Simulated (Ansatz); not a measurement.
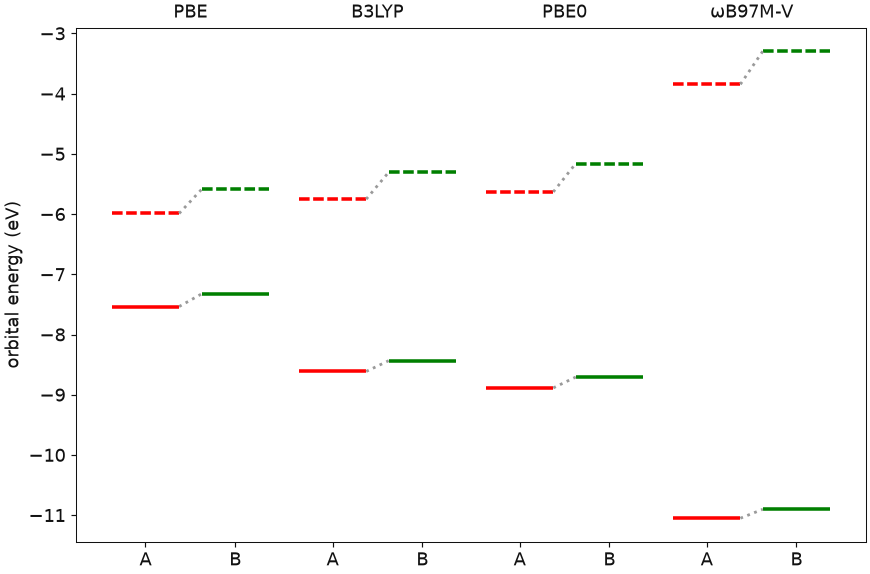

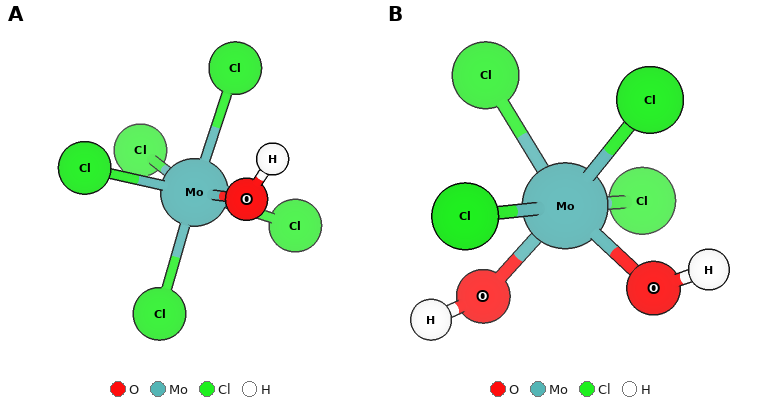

One change: A, MoHOCl₅ (SMILES [OH][Mo]([Cl])([Cl])([Cl])([Cl])[Cl]), becomes B, MoH₂O₂Cl₄ (SMILES [OH][Mo]([OH])([Cl])([Cl])([Cl])[Cl]). Cl on Mo is replaced by OH. HOMO (solid) and LUMO (dashed) computed in def2-TZVPP at PBE0-D4/def2-TZVP geometries, both minima by their frequencies, gas phase, the Ansatz code 0.2.0.

> What does the change do to HOMO and LUMO?

PBE: the HOMO rises by 0.21 eV, the LUMO rises by 0.40 eV, and the separation goes from 1.55 to 1.74 eV. B3LYP: the HOMO rises by 0.18 eV, the LUMO rises by 0.45 eV, and the separation goes from 2.86 to 3.13 eV. PBE0: the HOMO rises by 0.18 eV, the LUMO rises by 0.47 eV, and the separation goes from 3.25 to 3.55 eV. ωB97M-V: the HOMO rises by 0.15 eV, the LUMO rises by 0.55 eV, and the separation goes from 7.21 to 7.61 eV.

> Do the functionals agree on the effect?

They agree on the direction for both levels; the HOMO shift lies between 0.15 and 0.21 eV and the LUMO shift between 0.40 and 0.55 eV, while the separations themselves differ by up to 5.9 eV between functionals.

Known limits of this run: core potentials past krypton.
